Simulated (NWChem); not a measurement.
# Si2H6 (disilane) at M06-2X/6-311+G(d,p)

What is the vertical ionisation energy of Si2H6 (disilane) at M06-2X/6-311+G**? 

The results are computed with NWChem 7.3.0.

## (1) The system as given

Si2H6: 8 atoms, total charge 0, spin state singlet. As SMILES, `[SiH3][SiH3]`. The coordinates come from a PBE0-D4/def2-TZVP relaxation.

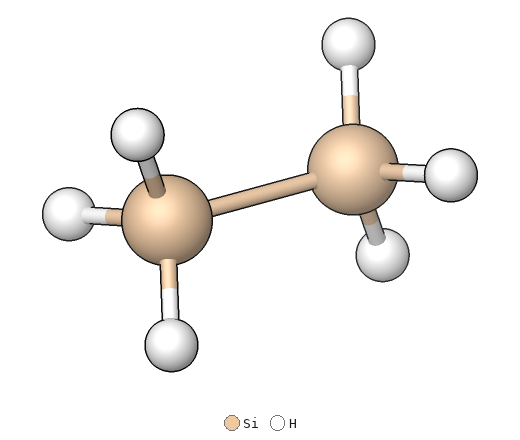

Viewed from a chosen angle; silicon light orange, hydrogen white.

## (2) The energy at M06-2X/6-311+G(d,p)

Contents of struct.nw:

```
start struct
title "H6Si2 M06-2X"
memory stack 880 mb heap 220 mb global 1100 mb

geometry units au noautosym nocenter noautoz
Si    -0.64345175     0.92634375    -1.89898578
Si     0.68691545    -0.95317786     1.87271859
H      1.57584262     1.79183831    -3.39186942
H     -2.10307620    -0.91443847    -3.44289203
H     -2.28278916     3.14469324    -1.35663438
H      2.15239806     0.88552566     3.41341230
H      2.32077265    -3.17568475     1.33036719
H     -1.53256789    -1.81262530     3.36862579
end

basis spherical bse
* library 6-311+G**
end

dft
xc m06-2x
grid coarse
convergence energy 1e-08
maxiter 100
mulliken
noprint "final vectors analysis"
end

task dft energy
```

On the command line:

```console
$ nwchem struct.nw > struct.out
```

Output, shortened:

```text
[...]
          Wavefunction type:  closed shell.
          No. of atoms     :     8
          No. of electrons :    34
[...]
          Charge           :     0
          Spin multiplicity:     1
[...]
          AO basis - number of functions:    96
[...]
              XC Information
              --------------
                       M06-2X Method XC Functional
                     Hartree-Fock (Exact) Exchange  0.540
                        M06-2X Exchange Functional  1.000
                      M06-2X Correlation Potential  1.000
[...]
 d= 0,ls=0.0,diis     1   -582.5013233579 -6.73D+02  3.12D-03  6.63D-01     1.1
[...]
 d= 0,ls=0.0,diis     8   -582.5261571812 -6.15D-10  9.40D-08  4.05D-11     6.9
         Total DFT energy =     -582.526157181244
      One electron energy =     -986.932593434472
           Coulomb energy =      357.632435301196
    Exchange-Corr. energy =      -43.999080217290
 Nuclear repulsion energy =       90.773081169321
[...]
      Total Density - Mulliken Population Analysis
     ---------------------------------------------
    Atom       Charge   Shell Charges
 -----------   ------   -------------------------------------------------------
    1 Si  14    13.70   0.79  1.18  0.94  1.05  0.81  0.55  1.98  3.90  0.65  1.57  0.16 -0.01  0.03  0.11
    2 Si  14    13.70   0.79  1.18  0.94  1.05  0.81  0.55  1.98  3.90  0.65  1.57  0.16 -0.01  0.03  0.11
    3 H    1     1.10   0.25  0.57  0.28  0.01
    4 H    1     1.10   0.25  0.57  0.28  0.01
    5 H    1     1.10   0.25  0.57  0.28  0.01
    6 H    1     1.10   0.25  0.57  0.28  0.01
    7 H    1     1.10   0.25  0.57  0.28  0.01
    8 H    1     1.10   0.25  0.57  0.28  0.01
[...]
```

It took 7.5 s on 1 thread of Intel Xeon 6975P-C (Granite Rapids), shared host; peak memory 0.11 GiB.

## (3) The doublet cation at the same level

Contents of input.nw:

```
start input
title "H6Si2 energy"
memory 2200 mb
charge 1

geometry units angstroms noautosym nocenter noautoz
   Si      -0.340500       0.490200      -1.004900
   Si       0.363500      -0.504400       0.991000
   H        0.833900       0.948200      -1.794900
   H       -1.112900      -0.483900      -1.821900
   H       -1.208000       1.664100      -0.717900
   H        1.139000       0.468600       1.806300
   H        1.228100      -1.680500       0.704000
   H       -0.811000      -0.959200       1.782600
end

basis spherical bse
   * library 6-311+G**
end

dft
   xc m06-2x
   mult 2
   grid coarse
   convergence energy 1e-08
   iterations 100
   mulliken
   print low
end

task dft
```

On the command line:

```console
$ nwchem input.nw > input.out
```

Output, shortened:

```text
[...]
 d= 0,ls=0.0,diis     1   -582.0598340565 -6.73D+02  3.53D-03  6.27D-01     1.5
[...]
 d= 0,ls=0.0,diis    10   -582.1362418119 -4.01D-09  1.44D-07  3.66D-11    11.4
[...]
         Total DFT energy =     -582.136241811889
      One electron energy =     -978.411576634022
           Coulomb energy =      349.203958574874
    Exchange-Corr. energy =      -43.701711487631
 Nuclear repulsion energy =       90.773087734890
[...]
      Total Density - Mulliken Population Analysis
     ---------------------------------------------
    Atom       Charge   Shell Charges
 -----------   ------   -------------------------------------------------------
    1 Si  14    13.59   0.79  1.18  0.94  1.05  0.88  0.56  1.98  3.90  0.63  1.51  0.06 -0.01  0.02  0.11
    2 Si  14    13.59   0.79  1.18  0.94  1.05  0.88  0.56  1.98  3.90  0.63  1.51  0.06 -0.01  0.02  0.11
    3 H    1     0.97   0.24  0.54  0.18  0.01
    4 H    1     0.97   0.24  0.54  0.18  0.01
    5 H    1     0.97   0.24  0.54  0.18  0.01
    6 H    1     0.97   0.24  0.54  0.18  0.01
    7 H    1     0.97   0.24  0.54  0.18  0.01
    8 H    1     0.97   0.24  0.54  0.18  0.01
[...]
      <S2> =      0.7516 (Exact =     0.7500)
[...]
```

Wall time 12 s (1 thread of Intel Xeon 6975P-C (Granite Rapids), shared host); peak memory 0.11 GiB.

## (4) Outcome

At M06-2X/6-311+G**:

| quantity | value |
| --- | --- |
| singlet Si2H6: total energy | -582.52616 Eh |
| singlet Si2H6: dipole moment | 0.00 D |
| doublet cation: total energy | -582.13624 Eh |
| doublet cation: ⟨S²⟩ | 0.752 |
| vertical ionisation energy (to the doublet cation) | 10.610 eV |

Removing an electron at fixed nuclei costs 10.61 eV (245 kcal/mol).
